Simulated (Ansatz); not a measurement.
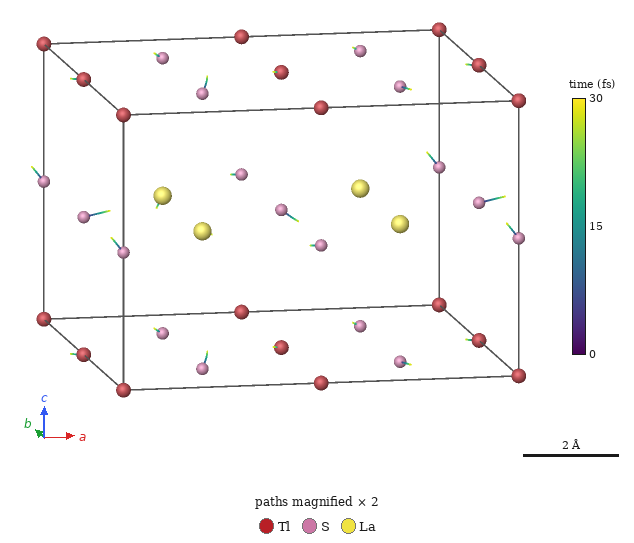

First-principles dynamics of a 16-atom cell of LaTlS₂, 30 fs long. Lines trace each atom's path, coloured by time; spheres stand at the starting positions. The excursions are magnified 2 times. Seen slightly off an axis in the simulation cell.

Level of theory: DFT, r2SCAN, plane waves, PAW in Ansatz. Settings: plane-wave cutoff 500 eV; k-point mesh 2 × 2 × 2; Fermi-Dirac smearing 0.112 eV; constant energy (NVE); velocities drawn for 1300 K; time step 1.5 fs.

Input file:
```yaml
crystal:
  lattice:
    - [8.5636852803, 0.0, 0.0]
    - [0.0, 8.5636852803, 0.0]
    - [0.0, 0.0, 5.9412961672]
  atoms:
    - { symbol: Tl, position: [0.0, 0.0, 0.0] }
    - { symbol: S, position: [0.0, 0.0, 0.5] }
    - { symbol: La, position: [0.25, 0.25, 0.5] }
    - { symbol: S, position: [0.25, 0.25, 0.0] }
    - { symbol: Tl, position: [0.0, 0.5, 0.0] }
    - { symbol: S, position: [0.0, 0.5, 0.5] }
    - { symbol: La, position: [0.25, 0.75, 0.5] }
    - { symbol: S, position: [0.25, 0.75, 0.0] }
    - { symbol: Tl, position: [0.5, 0.0, 0.0] }
    - { symbol: S, position: [0.5, 0.0, 0.5] }
    - { symbol: La, position: [0.75, 0.25, 0.5] }
    - { symbol: S, position: [0.75, 0.25, 0.0] }
    - { symbol: Tl, position: [0.5, 0.5, 0.0] }
    - { symbol: S, position: [0.5, 0.5, 0.5] }
    - { symbol: La, position: [0.75, 0.75, 0.5] }
    - { symbol: S, position: [0.75, 0.75, 0.0] }
kpoints:
  mp_grid: { grid: [2, 2, 2] }
hamiltonian:
  xc: r2scan
scf:
  occupations: { method: fermi_dirac, width: 0.112 }
md:
  ensemble: nve
  temperature: 1300
  timestep: 1.5
  n_steps: 20
  initial_velocities: maxwell_boltzmann
  seed: 1142
```

Launched with:
```bash
ansatz run input.yaml --threads 4 --pin off --max-ram 3686MiB --backend cpu --events-out ev --progress --plain --runs-dir out
```

### How do the atoms move?

Root-mean-square distances from the starting positions over the second half, with the common drift of all atoms taken out: S 0.20 Å, Tl 0.11 Å, La 0.09 Å. The run lasts only 30 fs, too short to tell vibration from diffusion.

Cost: 6.2 min on 4 threads of Arm Neoverse N1, on a shared host, peak memory 2.4 GiB.
